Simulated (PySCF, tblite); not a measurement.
# C₄H₈BO₃ radical: geometry, infrared bands and EPR parameters

What infrared bands and EPR parameters should C₄H₈BO₃ radical (`CCB(O)O[CH]C=O`) show?

Programs: tblite 0.8.0 and PySCF 2.14.0, with density-fitted response routines of our own. Each step states its level of theory. These are calculated values for one molecule in the gas phase, unless marked as measured. Atoms count from 0, in the outputs and in this text.

**1. The molecule as given**

16 atoms, charge 0, multiplicity 2; geometry from: force field or distance geometry start.

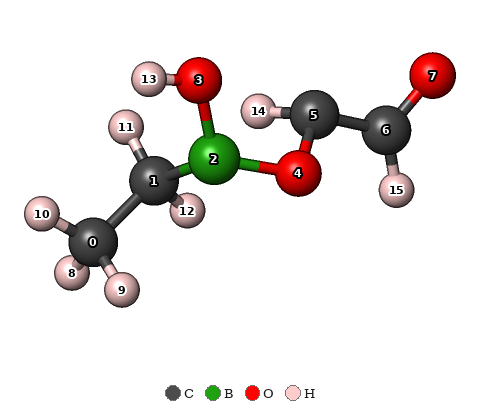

The starting geometry (carbon dark grey, boron green, oxygen red, hydrogen pink), atoms numbered.

**2. Relaxing the molecule with GFN2-xTB**

What the job is given:

```
{"job": {"kind": "relax", "xc": "GFN2-xTB", "basis": "xTB"}, "charge": 0, "multiplicity": 2}
C     -2.387600    -0.455800    -0.003000
C     -0.988900    -0.107000    -0.466700
B     -0.180900     0.701000     0.665400
O     -0.047700     2.153200     0.396400
O      1.068000     0.049200     1.077100
C      1.879800     0.185000    -0.064900
C      3.034000    -0.728800    -0.092900
O      4.123700    -0.286200    -0.417800
H     -2.714600    -1.342000    -0.604100
H     -2.378500    -0.799500     1.059300
H     -3.089100     0.385800    -0.177500
H     -0.988000     0.428900    -1.426200
H     -0.502400    -1.097900    -0.643500
H     -0.894200     2.625700     0.448600
H      1.175300     0.053300    -0.915500
H      2.883200    -1.756100     0.195400
```

On the command line:

```sh
$ OMP_NUM_THREADS=1 python probes_run.py task.json out
```

One launch serves the whole session: the jobs run in the order shown.

The program printed:

```text
step      E/eV     max force
  0    -706.63547    4.118
  1    -707.23285    2.581
  2    -707.50194    3.502
  3    -707.74618    1.367
  4    -707.88601    1.323
  5    -708.00741    1.549
  6    -708.13573    1.668
  7    -708.33425    1.434
  8    -708.49184    1.215
  9    -708.61945    1.237
 10    -708.70751    0.896
 11    -708.77753    0.756
 12    -708.84112    0.797
 13    -708.88458    0.905
 14    -708.93251    0.687
 15    -708.99802    0.926
 16    -709.06306    1.049
 17    -709.11943    0.932
 18    -709.17258    0.480
 19    -709.20597    0.383
 20    -709.22890    0.367
 21    -709.24356    0.313
 22    -709.25522    0.491
 23    -709.26738    0.281
 24    -709.27734    0.226
 25    -709.28359    0.390
 26    -709.28793    0.206
 27    -709.29651    0.281
 28    -709.30149    0.280
 29    -709.31050    0.307
 30    -709.32146    0.380
 31    -709.33608    0.386
 32    -709.34872    0.302
 33    -709.35995    0.334
 34    -709.37309    0.360
 35    -709.38899    0.349
 36    -709.40373    0.399
 37    -709.41718    0.371
 38    -709.42866    0.464
 39    -709.44188    0.358
 40    -709.45135    0.214
 41    -709.45856    0.294
 42    -709.46272    0.141
 43    -709.46732    0.139
 44    -709.47106    0.125
 45    -709.47404    0.166
 46    -709.47714    0.224
 47    -709.48032    0.170
 48    -709.48386    0.154
 49    -709.48752    0.139
 50    -709.48988    0.121
 51    -709.49222    0.120
 52    -709.49430    0.111
 53    -709.49688    0.136
 54    -709.50012    0.145
 55    -709.50373    0.150
 56    -709.50674    0.137
 57    -709.50934    0.125
 58    -709.51172    0.142
 59    -709.51414    0.124
 60    -709.51650    0.144
 61    -709.51870    0.122
 62    -709.52082    0.146
 63    -709.52344    0.152
 64    -709.52652    0.189
 65    -709.53010    0.144
 66    -709.53310    0.120
 67    -709.53555    0.116
 68    -709.53723    0.145
 69    -709.53875    0.112
 70    -709.53994    0.104
 71    -709.54106    0.095
 72    -709.54208    0.088
 73    -709.54329    0.080
 74    -709.54444    0.114
 75    -709.54546    0.088
 76    -709.54666    0.132
 77    -709.54813    0.092
 78    -709.54975    0.181
 79    -709.55186    0.128
 80    -709.55558    0.144
 81    -709.55743    0.137
 82    -709.56003    0.113
 83    -709.56118    0.070
 84    -709.56175    0.069
 85    -709.56210    0.078
 86    -709.56250    0.043
 87    -709.56285    0.066
 88    -709.56326    0.065
 89    -709.56365    0.066
 90    -709.56408    0.069
 91    -709.56461    0.066
 92    -709.56525    0.056
 93    -709.56594    0.069
 94    -709.56653    0.059
 95    -709.56706    0.116
 96    -709.56764    0.065
 97    -709.56850    0.054
 98    -709.56918    0.058
 99    -709.57020    0.065
100    -709.57105    0.065
101    -709.57206    0.088
102    -709.57334    0.129
103    -709.57508    0.143
104    -709.57677    0.143
105    -709.57859    0.208
106    -709.58085    0.091
107    -709.58344    0.107
108    -709.58604    0.151
109    -709.58772    0.170
110    -709.59066    0.141
111    -709.59318    0.114
112    -709.59428    0.186
113    -709.59600    0.186
114    -709.59849    0.133
115    -709.59920    0.069
116    -709.59986    0.084
117    -709.60063    0.092
118    -709.60125    0.092
119    -709.60213    0.079
120    -709.60305    0.108
121    -709.60413    0.096
122    -709.60493    0.082
123    -709.60532    0.093
124    -709.60587    0.062
125    -709.60624    0.076
126    -709.60667    0.050
127    -709.60712    0.063
128    -709.60779    0.058
129    -709.60845    0.067
130    -709.60908    0.070
131    -709.60927    0.127
132    -709.60995    0.082
133    -709.61065    0.151
134    -709.61137    0.085
135    -709.61204    0.076
136    -709.61246    0.062
137    -709.61298    0.059
138    -709.61338    0.053
139    -709.61392    0.054
140    -709.61427    0.041
141    -709.61442    0.093
142    -709.61450    0.090
143    -709.61478    0.032
144    -709.61485    0.020
145    -709.61492    0.024
146    -709.61500    0.022
147    -709.61505    0.017
148    -709.61513    0.017
149    -709.61520    0.019
150    -709.61528    0.022
151    -709.61539    0.028
152    -709.61553    0.030
153    -709.61567    0.028
154    -709.61569    0.028
155    -709.61583    0.024
156    -709.61588    0.023
157    -709.61600    0.024
158    -709.61608    0.023
159    -709.61623    0.030
160    -709.61640    0.048
161    -709.61661    0.060
162    -709.61685    0.069
163    -709.61712    0.068
164    -709.61744    0.063
165    -709.61778    0.041
166    -709.61812    0.040
167    -709.61839    0.042
168    -709.61859    0.037
169    -709.61876    0.028
170    -709.61893    0.024
171    -709.61903    0.023
172    -709.61914    0.019
173    -709.61921    0.019
174    -709.61927    0.018
175    -709.61931    0.017
176    -709.61935    0.013
177    -709.61938    0.011
178    -709.61940    0.009
```

It took 1 s on 1 thread of Arm Neoverse V1, shared host.

Along the way: (not every step is listed)

```csv
step,energy from step 0 (eV),largest force (eV/Å)
0,0.0000,4.1179
1,-0.5974,2.5813
2,-0.8665,3.5020
3,-1.1107,1.3672
4,-1.2505,1.3231
5,-1.3719,1.5488
6,-1.5003,1.6679
7,-1.6988,1.4339
8,-1.8564,1.2153
24,-2.6419,0.2256
40,-2.8159,0.2139
56,-2.8713,0.1374
72,-2.9066,0.0876
88,-2.9278,0.0645
104,-2.9413,0.1432
120,-2.9676,0.1085
136,-2.9770,0.0620
152,-2.9801,0.0299
168,-2.9831,0.0365
173,-2.9837,0.0192
174,-2.9838,0.0179
175,-2.9838,0.0169
176,-2.9839,0.0132
177,-2.9839,0.0107
178,-2.9839,0.0089
```

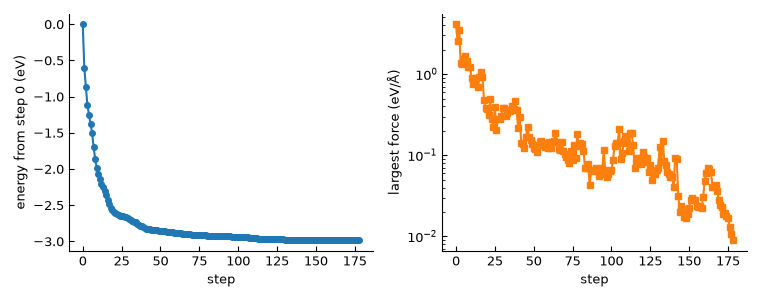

Energy and largest force along the relaxation.

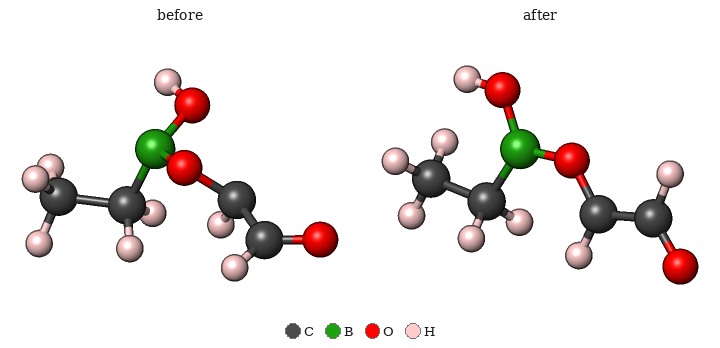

Before and after, at one scale.

Distances of close pairs at the start and the end, largest changes first:

```csv
bond,before (Å),after (Å),change (Å)
B2–O3,1.483,1.341,-0.142
O4–C5,1.408,1.319,-0.088
B2–O4,1.468,1.384,-0.083
C5–C6,1.472,1.417,-0.055
C0–H8,1.120,1.087,-0.032
C0–H9,1.117,1.089,-0.028
C5–H14,1.112,1.085,-0.027
C6–H15,1.078,1.103,+0.025
```

The end geometry stands in the next job.

**3. Harmonic vibrations with GFN2-xTB**

What the job is given:

```
{"job": {"kind": "ir", "xc": "GFN2-xTB", "basis": "xTB"}, "charge": 0, "multiplicity": 2}
C     -2.543045    -0.004720    -0.325282
C     -1.044109    -0.273512    -0.488983
B     -0.116684     0.506333     0.562059
O     -0.576062     1.324001     1.520830
O      1.264271     0.410039     0.557857
C      2.002437    -0.349057    -0.229423
C      3.416831    -0.294696    -0.157490
O      4.164419    -0.975687    -0.851214
H     -3.111214    -0.530707    -1.088785
H     -2.893225    -0.345640     0.647512
H     -2.757791     1.058125    -0.422202
H     -0.751372    -0.002684    -1.507038
H     -0.874201    -1.350342    -0.405410
H     -1.525292     1.439545     1.567865
H      1.525426    -1.022684    -0.933395
H      3.812013     0.420630     0.583183
```

The program printed:

```text
mode    cm-1     km/mol
  1      37.5      0.33
  2      78.1      2.05
  3      95.7      2.15
  4     101.9      0.32
  5     208.2      1.05
  6     226.7      0.59
  7     264.1     17.77
  8     292.8      4.37
  9     363.5      6.63
 10     434.4     22.03
 11     484.7     18.32
 12     555.3     22.08
 13     572.0     84.81
 14     667.5     38.73
 15     737.8      5.58
 16     774.6     85.27
 17     879.5      0.03
 18     909.4    216.74
 19     990.5     13.89
 20    1019.8     14.16
 21    1080.3      8.72
 22    1141.1    174.84
 23    1165.9    245.11
 24    1232.8     24.65
 25    1240.2      1.55
 26    1296.2    492.38
 27    1309.0     32.90
 28    1318.7    138.46
 29    1414.6      0.93
 30    1430.9    186.03
 31    1475.9      7.63
 32    1509.3      2.54
 33    1515.0      4.04
 34    1608.2    195.37
 35    2818.1     92.57
 36    2956.8     27.99
 37    2976.3     16.06
 38    3021.9     34.52
 39    3022.6     45.90
 40    3024.3     41.28
 41    3039.6     29.80
 42    3616.3     63.43
```

Run time: 0.45 s. Hardware: 1 thread of Arm Neoverse V1, shared host.

Which atoms move in the most intense modes:

```csv
cm⁻¹,km/mol,atoms
909,216.7,"H13 63 %, O4 12 %"
1141,174.8,"B2 38 %, C5 16 %, H13 13 %, O4 11 %"
1166,245.1,"C6 31 %, C5 24 %, H14 15 %, B2 12 %"
1296,492.4,"B2 66 %, O3 22 %"
1319,138.5,"H15 67 %, O4 10 %"
1431,186.0,"C5 51 %, O4 16 %"
1608,195.4,"C6 60 %, O7 34 %"
2818,92.6,H15 94 %
```

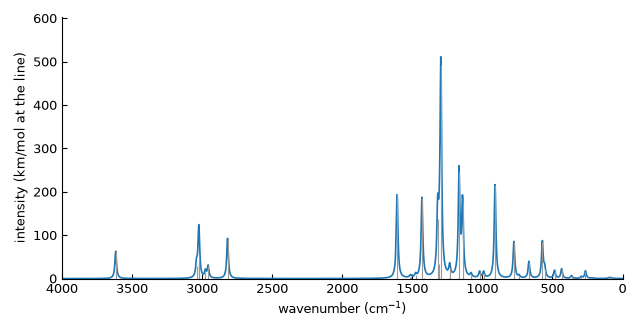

The infrared spectrum from these modes, unscaled. Lines are broadened to a width of 14 cm⁻¹ (Lorentzian).

**4. g tensor and hyperfine couplings: B3LYP/pcH-1**

Same as in step 3 but for these lines:

```diff
@@ -1,2 +1,2 @@
-{"job": {"kind": "ir", "xc": "GFN2-xTB", "basis": "xTB"}, "charge": 0, "multiplicity": 2}
+{"job": {"kind": "epr", "basis": "pcH-1"}, "charge": 0, "multiplicity": 2}
 C     -2.543045    -0.004720    -0.325282
```

Method: UKS B3LYP, pcH-1 on B C H O, non-relativistic, mean-field spin-orbit, GIAO.

The program printed:

```text
UKS, coarse grid
  cycle   1  E = -407.57661628  |g| = 8.56e-01
  cycle   2  E = -406.06838674  |g| = 1.94e+00
  cycle   3  E = -407.72743407  |g| = 5.34e-01
  cycle   4  E = -407.85107051  |g| = 9.48e-02
  cycle   5  E = -407.85375094  |g| = 6.12e-02
  cycle   6  E = -407.85536913  |g| = 2.10e-02
  cycle   7  E = -407.85561718  |g| = 9.68e-03
  cycle   8  E = -407.85568529  |g| = 5.65e-03
  cycle   9  E = -407.85570617  |g| = 2.09e-03
  cycle  10  E = -407.85570989  |g| = 6.75e-04
UKS, final grid
  cycle   1  E = -407.85568831  |g| = 7.33e-04
  cycle   2  E = -407.85568807  |g| = 1.24e-03
  cycle   3  E = -407.85568864  |g| = 2.25e-04
  cycle   4  E = -407.85568867  |g| = 1.33e-04
  cycle   5  E = -407.85568869  |g| = 8.63e-05
  cycle   6  E = -407.85568870  |g| = 1.33e-05
E = -407.85568870 Eh   <S^2> = 0.7617 (exact 0.7500)
g shifts (ppm)      1          2          3
  rmc          -233       -233       -233
  gc            -15         40         49
  oz_so          -9       3199       6260
  total        -257       3006       6076
hyperfine (MHz)  atom isotope    a_iso     a_fc   dipolar eigenvalues
    0   13C      -0.12      -0.12     -0.17     -0.15      0.32
    1   13C      -1.37      -1.37     -0.50     -0.41      0.91
    2   11B      -1.30      -1.30     -3.58      0.90      2.68
    3   17O      -0.85      -0.85     -6.05      2.68      3.37
    4   17O     -10.76     -10.76    -45.62     22.28     23.34
    5   13C      53.72      53.72    -56.10    -55.18    111.28
    6   13C     -35.78     -35.78     -8.36      0.98      7.38
    7   17O     -22.76     -22.76   -103.82     51.61     52.21
    8    1H      -0.11      -0.11     -0.46     -0.44      0.91
    9    1H      -0.06      -0.06     -0.60     -0.53      1.14
   10    1H      -0.05      -0.05     -0.61     -0.54      1.15
   11    1H       0.51       0.51     -2.00     -1.64      3.65
   12    1H       1.23       1.23     -1.89     -1.63      3.51
   13    1H      -2.05      -2.05     -2.11     -1.38      3.49
   14    1H     -45.09     -45.09    -24.07     -2.56     26.63
   15    1H      -2.78      -2.78     -5.09     -2.17      7.27
```

Run time: 74 s. Hardware: 1 thread of Arm Neoverse V1, shared host; peak memory 1.1 GiB.

Principal g values 2.00206, 2.00533, 2.00840; g(iso) = 2.00526, against 2.00232 for a free electron.

Hyperfine couplings; where a row names several nuclei, a(iso) is their mean (it holds for fast rotation or exchange) and the dipolar term the largest among them:

```csv
nuclei,isotope,a(iso) (MHz),"a(iso) (G, at g = 2.0023)",largest dipolar term (MHz)
C5,13C,53.7,19.2,111.3
H14,1H,-45.1,-16.1,26.6
C6,13C,-35.8,-12.8,-8.4
O7,17O,-22.8,-8.1,-103.8
O4,17O,-10.8,-3.8,-45.6
H15,1H,-2.8,-1.0,7.3
H13,1H,-2.0,-0.7,3.5
C1,13C,-1.4,-0.5,0.9
B2,11B,-1.3,-0.5,-3.6
"H11, H12",1H,0.9,0.3,3.6
O3,17O,-0.8,-0.3,-6.0
C0,13C,-0.1,0.0,0.3
"H8, H9, H10",1H,-0.1,0.0,1.2
```

Mulliken spin populations:

C0 0.00; C1 0.00; B2 0.02; O3 0.01; O4 0.09; C5 0.66; C6 -0.08; O7 0.33; H8 0.00; H9 0.00; H10 0.00; H11 0.00; H12 0.00; H13 0.00; H14 -0.03; H15 0.00

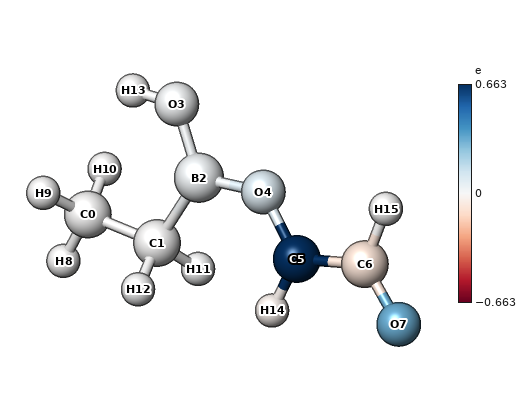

Mulliken spin populations, as colours on the atoms.

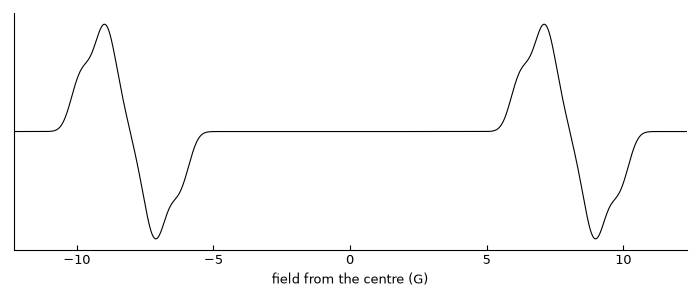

First-order isotropic spectrum (first derivative, main isotopes with spin only, couplings over 0.8 MHz, Gaussian width 0.3 G; couplings of the frozen geometry, rotation of groups not averaged beyond the rows shown).

Orbitals, density, ELF and potential are computed afterwards from the orbital file.

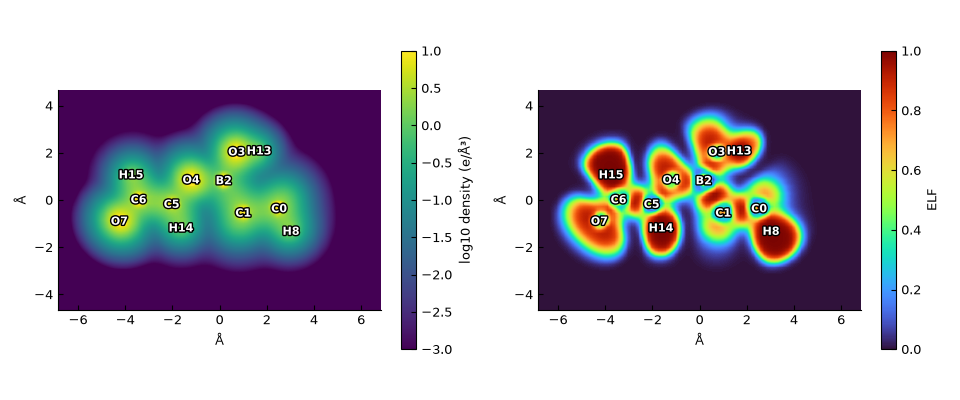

Density (left) and ELF (right) in a plane through or near 12 of the atoms.

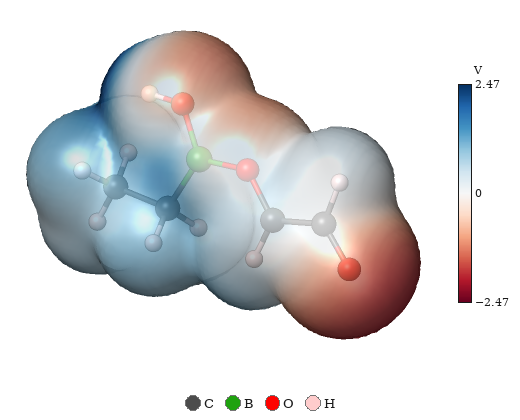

The potential that a unit positive charge feels on the 0.002 e/bohr³ surface, from -1.88 V near O7 to 2.47 V near H13.

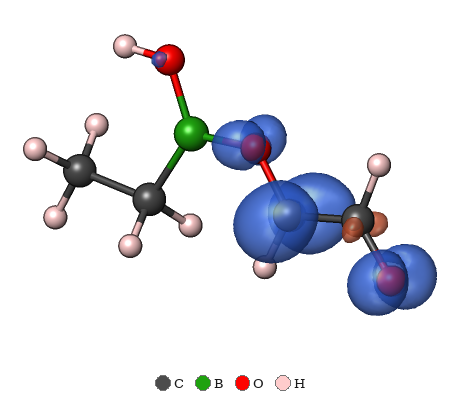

Spin density at ±0.05 e/Å³ (alpha excess blue, beta excess red).

**5. Results**

| quantity | value |
| --- | --- |
| strongest single infrared mode (GFN2-xTB) | 1296 cm⁻¹, 492 km/mol |
| zero-point energy (GFN2-xTB) | 75.6 kcal/mol |
| g(iso) (B3LYP) | 2.00526 |
| ⟨S²⟩ | 0.762 (exact 0.75) |
| largest a(iso) (averaged by class) | 13C on C5, 53.7 MHz |
| potential on the surface of density 0.002 e/bohr³, 1st and 99th percentile | -1.88 V and 2.47 V |

**Reading.** The optimisation took 178 steps and gained 2.984 eV; among the close pairs (by a distance rule), B2–O3 changed most, from 1.483 to 1.341 Å. No mode is imaginary among the 42: a minimum at this level. The strongest single mode, at 1296 cm⁻¹, moves mainly B2. Unscaled tight-binding wavenumbers are off by several per cent, some by more. Its intensities can rank the bands wrongly. C5 carries the largest spin population, 0.66 e. The isotropic g lies 2.9 ppt above the free-electron value.
